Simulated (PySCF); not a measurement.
# C6H13BSi2: what the fields show

```yaml
atoms:
  - { symbol: C, position_ang: [4.6324, 0.9747, 0.6761] }
  - { symbol: C, position_ang: [3.3035, 0.5585, 0.2832] }
  - { symbol: C, position_ang: [2.1955, 0.2099, -0.0508] }
  - { symbol: B, position_ang: [0.8104, -0.2276, -0.4398] }
  - { symbol: C, position_ang: [-0.3016, -0.3524, 0.6319] }
  - { symbol: Si, position_ang: [-1.2119, -2.0526, 0.7257] }
  - { symbol: C, position_ang: [-2.8843, -1.1300, 0.5510] }
  - { symbol: Si, position_ang: [-1.9822, 0.5492, 0.3072] }
  - { symbol: C, position_ang: [-2.1997, 1.2799, -1.4280] }
  - { symbol: H, position_ang: [4.7148, 2.0593, 0.5978] }
  - { symbol: H, position_ang: [4.8325, 0.6821, 1.7074] }
  - { symbol: H, position_ang: [5.3799, 0.5203, 0.0249] }
  - { symbol: H, position_ang: [0.5926, -0.4802, -1.5683] }
  - { symbol: H, position_ang: [0.0723, -0.0807, 1.6215] }
  - { symbol: H, position_ang: [-0.9258, -2.9802, -0.3724] }
  - { symbol: H, position_ang: [-1.0100, -2.7499, 2.0004] }
  - { symbol: H, position_ang: [-3.5068, -1.4518, -0.2796] }
  - { symbol: H, position_ang: [-3.5082, -1.1749, 1.4396] }
  - { symbol: H, position_ang: [-2.2834, 1.5726, 1.3239] }
  - { symbol: H, position_ang: [-1.5003, 2.0918, -1.5983] }
  - { symbol: H, position_ang: [-3.2031, 1.6713, -1.5644] }
  - { symbol: H, position_ang: [-2.0269, 0.5299, -2.1930] }
```

Geometry: GFN2-xTB.

Method: PySCF 2.14.0, PBE0/pcSseg-1, SCF density, gas phase, non-relativistic.

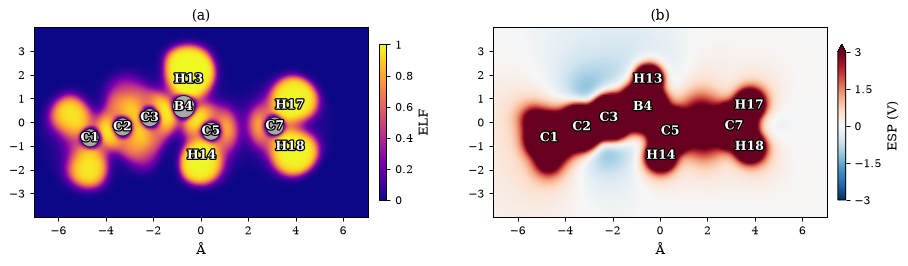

Figure 1. (a) ELF; (b) electrostatic potential on the plane of atoms B4, C5 and H14. Grey discs cover the atomic cores in the ELF map.

> Read the bonding off the picture.

Atoms in the plane: C, B and H.
C–C (1.21 Å): the ELF peaks at about 0.85 between the atoms; a multiple bond.
C–B (1.50 Å): the ELF peaks at about 0.95 between the atoms (a covalent bond).
C–H (1.09 Å): the ELF climbs to about 1 towards the hydrogen, as it does in any bond to H (a covalent bond by its length).
C–B (1.55 Å): the ELF peaks at about 0.95 between the atoms: a shared electron pair.
B–H (1.18 Å): the ELF climbs to about 1 towards the hydrogen: a covalent bond by its length.
Outside the dense part of the molecule the potential is most negative (−1.2 V) near C3.

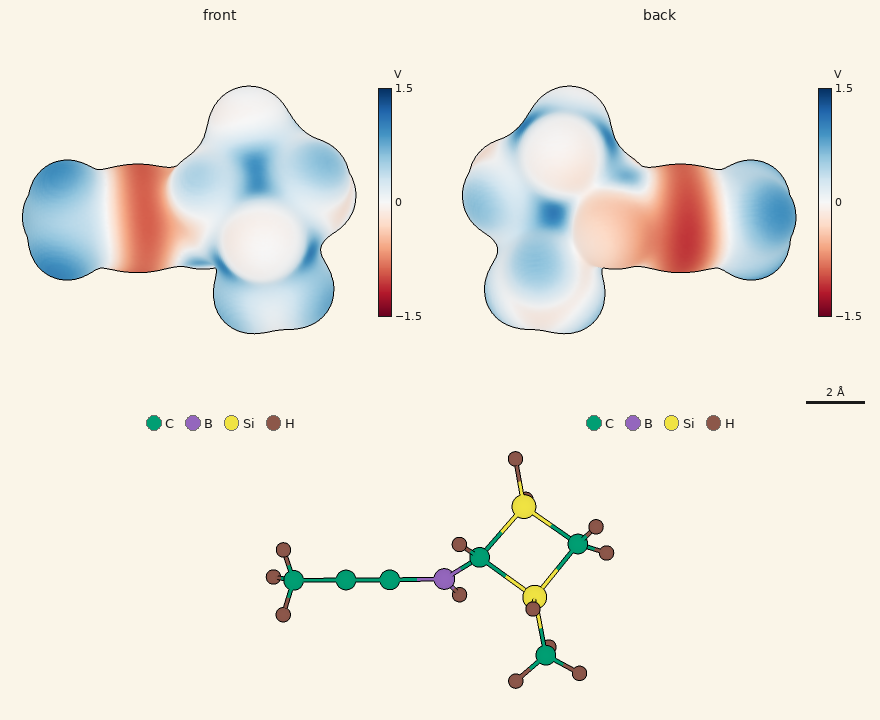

Figure 2. The electrostatic potential painted on the density surface at 0.002 e/bohr³, seen from the front and from behind; the colour scale runs from red (negative) to blue (positive). The bare structure is drawn below in the same view.

> Where is the surface potential most negative and most positive?

The most negative region (about −1.0 V) lies over C2 and C3, the most positive (about +1.0 V) over Si6, Si8 and H10.

> How polar is the molecule by this calculation?

Its dipole moment is 1.01 D.
